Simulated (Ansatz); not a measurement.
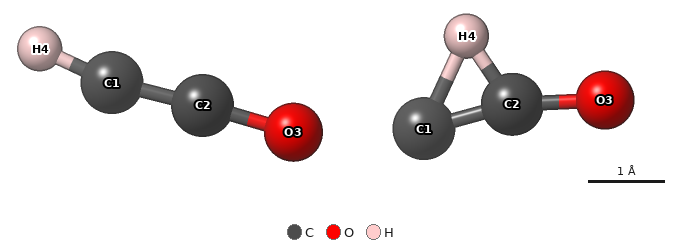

Two geometries of C2HO (charge −1), drawn at one scale. One is the start of a relaxation, the other its converged end. The picture is a ball-and-stick view, seen face on.

Method: RKS PBE0-D4/6-31G (Ansatz 0.2.0). (no spin polarisation; force threshold 0.02 eV/Å; at most 50 steps)

Question: Which geometry has the lower energy?

Answer: The left one is the relaxed one. The run prepares an end point of a later path (hydrogen shift) calculation, from a guessed geometry. Over 11 geometry steps the energy falls by 274.5 kJ/mol. Largest force component: 7.1 eV/Å at the start, 0.0062 eV/Å at the end. The atom that moves furthest after the best rigid fit is H4 (1.17 Å). By element the largest moves are H 1.17 Å, C 0.72 Å, O 0.57 Å. Among the contacts that change: C2–H4 1.090 → 2.295 Å, C1–H4 1.353 → 1.061 Å, C2–O3 1.238 → 1.261 Å, C1–C2 1.224 → 1.244 Å. Bonds break: C2–H4 (1.09 → 2.29 Å). Among the angles between lasting bonds that change: C2–C1–H4 49.7° → 169.1°, C1–C2–O3 167.3° → 177.8°. Cost: 8.5 s on 1 thread of Arm Neoverse V1, with other jobs on the host, peak memory 0.093 GiB.

Limits of the set-up: the basis has no diffuse functions, which an anion needs.
